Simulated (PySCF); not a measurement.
**HNO (nitroxyl): BHLYP/def2-TZVPPD**

Aim: the vertical electron affinity of HNO (nitroxyl) at BHLYP/def2-TZVPPD, from 2 runs. 

The results are computed with PySCF 2.14.0.

5 further runs of the same task are left out: 5 set aside as unsound or not needed. Runs told in other sessions of the task aren't counted.

### 1 The structure to begin with

HNO: 3 atoms, total charge 0, spin state singlet. As SMILES, `N=O`. The shape is that of a GFN2-xTB optimisation.

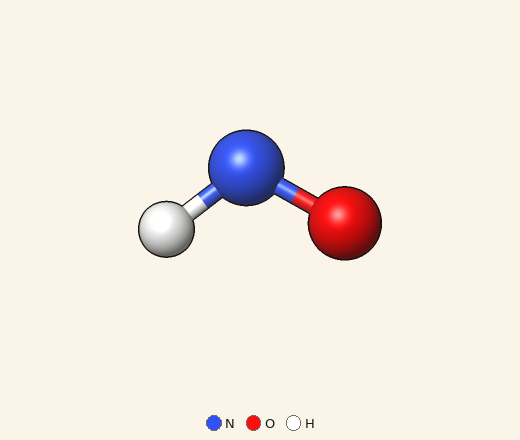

The structure, seen from a chosen angle (nitrogen blue, oxygen red, hydrogen white).

### 2 A single-point energy at BHLYP/def2-TZVPPD

The input, job.py:

```python
from pyscf import gto, dft

molecule = gto.M(
    atom='''
N     -0.275940     0.297220    -0.114780
O      0.768580     0.418030     0.466150
H     -0.492640    -0.715240    -0.351380
''',
    verbose=4,
    basis='def2-tzvppd',
    charge=0,
    max_memory=1860,
)

ks = dft.RKS(molecule, xc='bhandhlyp')
ks.grids.level = 5
ks.conv_tol = 1e-10
ks.kernel()
if not ks.converged:
    ks = ks.newton().run(ks.mo_coeff, ks.mo_occ)

e_tot = ks.e_tot
print(f'total energy: {e_tot:.8f} hartree')
```

Launch:

```console
$ OMP_NUM_THREADS=1 python job.py
```

The program printed:

```text
PySCF version 2.14.0

[INPUT] num. atoms = 3
[INPUT] num. electrons = 16
[INPUT] charge = 0
[INPUT] spin (= nelec alpha-beta = 2S) = 0
[INPUT] symmetry False subgroup None
[INPUT] Mole.unit = angstrom
[INPUT] Symbol           X                Y                Z      unit          X                Y                Z       unit  Magmom
[INPUT]  1 N     -0.275940000000   0.297220000000  -0.114780000000 AA   -0.521451026812   0.561664398743  -0.216902764578 Bohr   0.0
[INPUT]  2 O      0.768580000000   0.418030000000   0.466150000000 AA    1.452405704818   0.789962211852   0.880895832966 Bohr   0.0
[INPUT]  3 H     -0.492640000000  -0.715240000000  -0.351380000000 AA   -0.930954678006  -1.351607713334  -0.664011965650 Bohr   0.0

nuclear repulsion = 30.4051266832744
number of shells = 34
number of NR pGTOs = 126
number of NR cGTOs = 94
basis = def2-tzvppd
ecp = {}

******** <class 'pyscf.dft.rks.RKS'> ********
method = RKS
initial guess = minao
damping factor = 0
level_shift factor = 0
DIIS = <class 'pyscf.scf.diis.CDIIS'>
diis_start_cycle = 1
diis_space = 8
diis_damp = 0
SCF conv_tol = 1e-10
SCF conv_tol_grad = None
SCF max_cycles = 50
direct_scf = True
direct_scf_tol = 1e-13
XC library pyscf.dft.libxc version 7.0.0
    S. Lehtola, C. Steigemann, M. J.T. Oliveira, and M. A.L. Marques.,  SoftwareX 7, 1–5 (2018)
XC functionals = bhandhlyp
    Defined through Gaussian implementation.
radial grids:
    Treutler-Ahlrichs [JCP 102, 346 (1995); DOI:10.1063/1.469408] (M4) radial grids

becke partition: Becke, JCP 88, 2547 (1988); DOI:10.1063/1.454033
pruning grids: <function nwchem_prune>
grids dens level: 5
symmetrized grids: False
atomic radii adjust function: <function treutler_atomic_radii_adjust>
small_rho_cutoff = 0
Set gradient conv threshold to 1e-05
Initial guess from minao.
tot grids = 108632
init E= -130.596576026734
  HOMO = -0.239999948353358  LUMO = -0.145588524287852  gap/eV = 2.56907
cycle= 1 E= -130.378415524133  delta_E= 0.218  |g|= 0.624  |ddm|= 1.43
  HOMO = -0.278283390928436  LUMO = -0.0654049629631075  gap/eV = 5.79272
cycle= 2 E= -130.253173069132  delta_E= 0.125  |g|= 1.07  |ddm|= 0.711
  HOMO = -0.329236884727351  LUMO = -0.0664854647879025  gap/eV = 7.14983
cycle= 3 E= -130.453841460404  delta_E= -0.201  |g|= 0.0428  |ddm|= 0.431
  HOMO = -0.322569192923197  LUMO = -0.0524197803907995  gap/eV = 7.35114
cycle= 4 E= -130.45417320723  delta_E= -0.000332  |g|= 0.0174  |ddm|= 0.0353
  HOMO = -0.32641463583353  LUMO = -0.0546258181342552  gap/eV = 7.39575
cycle= 5 E= -130.454230970407  delta_E= -5.78e-05  |g|= 0.00576  |ddm|= 0.0132
  HOMO = -0.325496328063608  LUMO = -0.0533634779848526  gap/eV = 7.40511
cycle= 6 E= -130.454238658352  delta_E= -7.69e-06  |g|= 0.00171  |ddm|= 0.00489
  HOMO = -0.325705520901799  LUMO = -0.0535275825082309  gap/eV = 7.40634
cycle= 7 E= -130.454239606537  delta_E= -9.48e-07  |g|= 0.000347  |ddm|= 0.00203
  HOMO = -0.325707736924038  LUMO = -0.0535180249615905  gap/eV = 7.40666
cycle= 8 E= -130.454239637874  delta_E= -3.13e-08  |g|= 5.94e-05  |ddm|= 0.000405
  HOMO = -0.325705163647982  LUMO = -0.0535119021793022  gap/eV = 7.40676
cycle= 9 E= -130.45423963888  delta_E= -1.01e-09  |g|= 7.33e-06  |ddm|= 7.73e-05
  HOMO = -0.325705438367962  LUMO = -0.0535127632873511  gap/eV = 7.40674
cycle= 10 E= -130.454239638906  delta_E= -2.56e-11  |g|= 1.31e-06  |ddm|= 1.16e-05
  HOMO = -0.32570549421731  LUMO = -0.05351282764979  gap/eV = 7.40674
Extra cycle  E= -130.454239638905  delta_E= 2.27e-13  |g|= 7.67e-07  |ddm|= 2.48e-06
converged SCF energy = -130.454239638905
total energy: -130.45423964 hartree
```

Wall time 7.5 s (1 thread of Arm Neoverse V1, shared host); peak memory 0.44 GiB.

### 3 The doublet anion, same level

The input, start.xyz:

```xyz
3

N     -0.275940     0.297220    -0.114780
O      0.768580     0.418030     0.466150
H     -0.492640    -0.715240    -0.351380
```

The input, calc.py:

```python
from pyscf import gto, dft

system = gto.M(
    atom='start.xyz',
    verbose=4,
    basis='def2-tzvppd',
    charge=-1,
    max_memory=1860,
    spin=1,
)

mf = dft.UKS(system)
mf.xc = 'bhandhlyp'
mf.grids.level = 5
mf.conv_tol = 1e-10
mf.kernel()
if not mf.converged:
    mf = mf.newton().run(mf.mo_coeff, mf.mo_occ)

etot = mf.e_tot
print('Final energy', etot)
```

Launch:

```console
$ OMP_NUM_THREADS=1 python calc.py
```

The program printed:

```text
PySCF version 2.14.0

[INPUT] num. atoms = 3
[INPUT] num. electrons = 17
[INPUT] charge = -1
[INPUT] spin (= nelec alpha-beta = 2S) = 1
[INPUT] symmetry False subgroup None
[INPUT] Mole.unit = angstrom
[INPUT] Symbol           X                Y                Z      unit          X                Y                Z       unit  Magmom
[INPUT]  1 N     -0.275940000000   0.297220000000  -0.114780000000 AA   -0.521451026812   0.561664398743  -0.216902764578 Bohr   0.0
[INPUT]  2 O      0.768580000000   0.418030000000   0.466150000000 AA    1.452405704818   0.789962211852   0.880895832966 Bohr   0.0
[INPUT]  3 H     -0.492640000000  -0.715240000000  -0.351380000000 AA   -0.930954678006  -1.351607713334  -0.664011965650 Bohr   0.0

nuclear repulsion = 30.4051266832744
number of shells = 34
number of NR pGTOs = 126
number of NR cGTOs = 94
basis = def2-tzvppd
ecp = {}

[... 91 lines left out ...]
converged SCF energy = -130.458147011471  <S^2> = 0.76021874  2S+1 = 2.0101928
Final energy -130.45814701147071
```

Wall time 17 s (1 thread of Arm Neoverse V1, shared host); peak memory 0.46 GiB.

### 4 Results

At BHLYP/def2-TZVPPD:

| quantity | value |
| --- | --- |
| singlet HNO: total energy | -130.45424 Eh |
| singlet HNO: dipole moment | 1.84 D |
| singlet HNO: HOMO energy | -8.86 eV |
| singlet HNO: LUMO energy | -1.46 eV |
| singlet HNO: HOMO–LUMO gap | 7.41 eV |
| doublet anion: total energy | -130.45815 Eh |
| doublet anion: HOMO energy (highest over α and β) | 1.08 eV |
| doublet anion: LUMO energy (lowest over α and β) | 6.10 eV |
| doublet anion: ⟨S²⟩ | 0.760 |
| vertical electron affinity (to the doublet anion) | 0.106 eV |

In words: At fixed nuclei the extra electron is bound by 0.11 eV (10.3 kJ/mol). Mulliken charges (singlet HNO) run from -0.22 on O2 to +0.17 on H3; in a basis this large or diffuse they mean little. The HOMO (doublet anion) lies at positive energy, 1.08 eV, from the functional's self-interaction, a short basis or an electron that isn't bound; only total energies against the neutral tell.
